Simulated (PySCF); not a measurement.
# C2H5N (aziridine): levels of theory compared

Aim: a comparison of 6 runs (B3LYP/def2-SVPD, BLYP/def2-SVPD, PBE/def2-SVPD, SVWN5/def2-SVPD, TPSS/def2-SVPD, wB97X/def2-SVPD) of C2H5N (aziridine). The job is set up through a Python script.

The calculation is run with PySCF 2.14.0.

1 further run of the same task is left out (set aside as unsound or not needed).

**1. The structure to begin with**

The species is C2H5N (8 atoms), meant as a singlet with charge 0. As SMILES, `C1CN1`. The shape is that of a PBE0-D4/def2-TZVP optimisation.

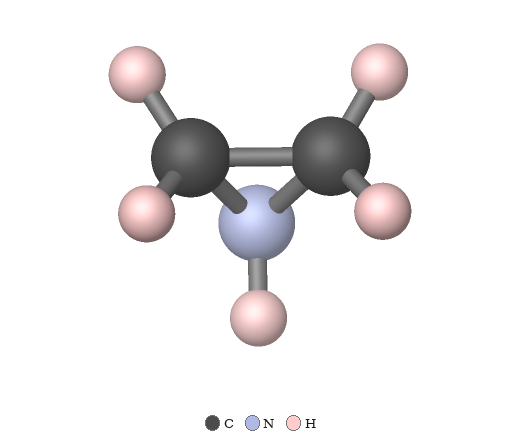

Viewed from a chosen angle; carbon dark grey, nitrogen light blue, hydrogen pink.

**2. A single-point energy at B3LYP/def2-SVPD (run 1)**

File job.py:

```python
from pyscf import gto, dft

mol = gto.M(
    atom='''
C       -0.441950       0.372860      -0.526630
C        0.701820       0.041300       0.342680
N       -0.646410      -0.379240       0.705850
H       -0.523890      -0.146250      -1.476300
H       -0.850360       1.377350      -0.521460
H        1.130680       0.803020       0.984310
H        1.406100      -0.705720      -0.009460
H       -0.775990      -1.363310       0.501020
''',
    max_memory=1860,
    basis='def2-svpd',
    verbose=4,
    charge=0,
    spin=0,
)

calc0 = dft.RKS(mol, xc='b3lyp')
calc0.conv_tol = 1e-10
calc0.grids.level = 5
calc0.kernel()
if not calc0.converged:
    calc0 = calc0.newton().run(calc0.mo_coeff, calc0.mo_occ)

energy = calc0.e_tot
print('Final energy', energy)
```

Run with:

```bash
$ OMP_NUM_THREADS=1 python job.py
```

Output:

```text
PySCF version 2.14.0

[... 74 lines left out ...]
converged SCF energy = -133.835047686711
Final energy -133.83504768671122
```

It took 16 s on 1 thread of Arm Neoverse V1, shared host; peak memory 0.5 GiB.

**3. A single-point energy at BLYP/def2-SVPD (run 2)**

File input.py:

```python
from pyscf import gto, dft

system = gto.M(
    atom='''
C       -0.441950       0.372860      -0.526630
C        0.701820       0.041300       0.342680
N       -0.646410      -0.379240       0.705850
H       -0.523890      -0.146250      -1.476300
H       -0.850360       1.377350      -0.521460
H        1.130680       0.803020       0.984310
H        1.406100      -0.705720      -0.009460
H       -0.775990      -1.363310       0.501020
''',
    basis='def2-svpd',
    verbose=3,
    max_memory=1860,
)

ks = dft.RKS(system, xc='blyp')
ks.grids.level = 5
ks.conv_tol = 1e-10
ks.kernel()
if not ks.converged:
    ks = ks.newton().run(ks.mo_coeff, ks.mo_occ)

e_tot = ks.e_tot
print('E = %.10f Eh' % e_tot)
```

Run with:

```bash
$ OMP_NUM_THREADS=1 python input.py
```

Output:

```text
converged SCF energy = -133.766761792556
E = -133.7667617926 Eh
```

Wall time 15 s (1 thread of Arm Neoverse V1, shared host); peak memory 0.5 GiB.

Runs 3 to 5 aren't shown in full; the table further down has their settings and results.

**4. The energy at wB97X/def2-SVPD (run 6)**

File input.py:

```python
from pyscf import gto, dft

system = gto.M(
    atom='''
C     -0.441950     0.372860    -0.526630
C      0.701820     0.041300     0.342680
N     -0.646410    -0.379240     0.705850
H     -0.523890    -0.146250    -1.476300
H     -0.850360     1.377350    -0.521460
H      1.130680     0.803020     0.984310
H      1.406100    -0.705720    -0.009460
H     -0.775990    -1.363310     0.501020
''',
    verbose=3,
    spin=0,
    max_memory=1860,
    basis='def2-svpd',
)

calc0 = dft.RKS(system, xc='wb97x')
calc0.grids.level = 5
calc0.conv_tol = 1e-10
calc0.kernel()
if not calc0.converged:
    calc0 = calc0.newton().run(calc0.mo_coeff, calc0.mo_occ)

etot = calc0.e_tot
print('E = %.10f Eh' % etot)
```

Run with:

```bash
$ OMP_NUM_THREADS=1 python input.py
```

Output:

```text
converged SCF energy = -133.799362099639
E = -133.7993620996 Eh
```

Run time: 23 s. Hardware: 1 thread of Arm Neoverse V1, shared host; peak memory 0.5 GiB.

**5. All runs side by side**

| run | level | energy (Eh) | dipole moment (D) | HOMO energy (eV) | LUMO energy (eV) | wall time |
| --- | --- | --- | --- | --- | --- | --- |
| 1 | B3LYP/def2-SVPD | -133.835048 | 1.69 | -7.00 | 0.58 | 16 s |
| 2 | BLYP/def2-SVPD | -133.766762 | 1.63 | -5.67 | 0.13 | 15 s |
| 3 | PBE/def2-SVPD | -133.659930 | 1.61 | -5.78 | 0.18 | 15 s |
| 4 | SVWN5/def2-SVPD | -132.642942 | 1.67 | -5.87 | 0.11 | 11 s |
| 5 | TPSS/def2-SVPD | -133.860854 | 1.62 | -5.86 | 0.41 | 35 s |
| 6 | wB97X/def2-SVPD | -133.799362 | 1.75 | -9.73 | 2.85 | 23 s |

**6. Results**

```
            quantity          value
 run 6: total energy  -133.79936 Eh
run 6: dipole moment         1.75 D
  run 6: HOMO energy       -9.73 eV
  run 6: LUMO energy        2.85 eV
run 6: HOMO–LUMO gap       12.58 eV
```

In words: The dipole moment (its size) runs from 1.61 D (PBE/def2-SVPD) to 1.75 D (wB97X/def2-SVPD). The HOMO–LUMO gap runs from 5.81 eV (BLYP/def2-SVPD) to 12.58 eV (wB97X/def2-SVPD). Totals of different functionals can't be ranked against each other. All runs together took 1.9 min, the longest 35 s.
